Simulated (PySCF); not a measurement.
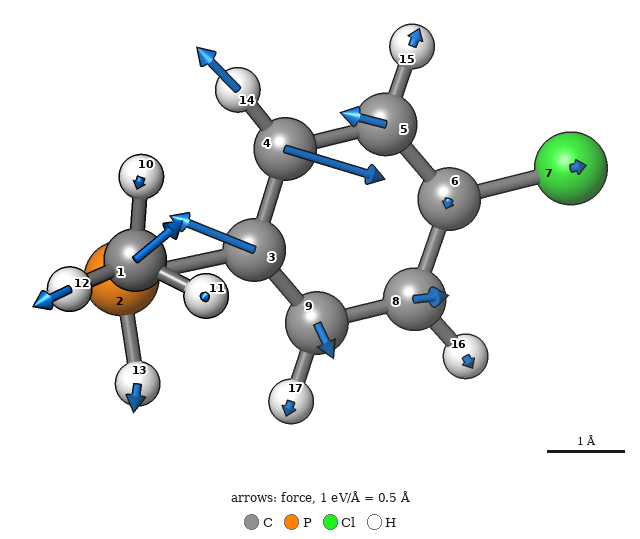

Starting geometry of C$_{7}$H$_{8}$ClP with the computed forces as blue arrows. A ball-and-stick model, seen from a free direction.

The start comes from GFN2-xTB. Its atoms were then displaced at random by about 0.01 Å.

These are results of PBE0-D3(BJ)/def2-SVP geometry optimisation, gas phase (PySCF), not measurements. 

### What follows when this structure is relaxed?

It isn't relaxed: the largest force vector, on C4, is 2.98 eV/Å. The final displacements have little in common with the starting forces (cosine between the two patterns 0.04). H10 moves most after the best rigid fit: 0.57 Å. By element the largest moves are H 0.57 Å, P 0.29 Å, C 0.27 Å, Cl 0.09 Å. Among the contacts that change: C4–H14 1.050 → 1.094 Å, C3–C9 1.364 → 1.401 Å, C1–H12 1.065 → 1.101 Å, P2–H13 1.395 → 1.428 Å. Bond angles that change, for instance: C3–C4–H14 123.6° → 119.6°, C3–C4–C5 117.9° → 121.3°, C4–C3–C9 121.3° → 118.3°. Groups turn about P2–C3 by about 30°. The energy falls by 5.17 kcal/mol in 12 geometry steps.
